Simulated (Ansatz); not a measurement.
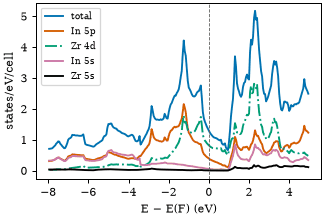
Fig. 1. Total and projected density of states of ZrIn$_{3}$ in space group I4/mmm (No. 139; Zr on 2a, In on 4d, In on 2b), r²SCAN in the plane-wave PAW code Ansatz

Task: Which orbitals carry the states next to the Fermi level?

Result: Within 0.5 eV of the Fermi level: Zr 4d 64 %, In 5p 30 %. Projections are on Löwdin-orthogonalised atomic valence shells; empty p or d shells of many metals are not among them.

Task: Where is the tallest occupied peak in this window, and what makes it?

Result: Near -1.2 eV, about 4.2 states/eV per cell; the largest projected share is In 5p.

The first step of the workflow began from a Materials Project structure, measured or hypothetical; the Crystallography Open Database copy checked does not list it. With Zr and In taken as one species the cell has the higher symmetry I4/mmm, so it may be an ordered model of a mixed-site phase. Whether it is the stable phase at ambient conditions was not checked. The r²SCAN relaxation kept the symmetry of its start; whether a distortion lowers the energy is not shown. No spin polarisation was allowed. Scalar-relativistic: spin–orbit coupling is off unless named, which matters more the heavier the elements.

Potentials: the later of the program's two PAW sets.
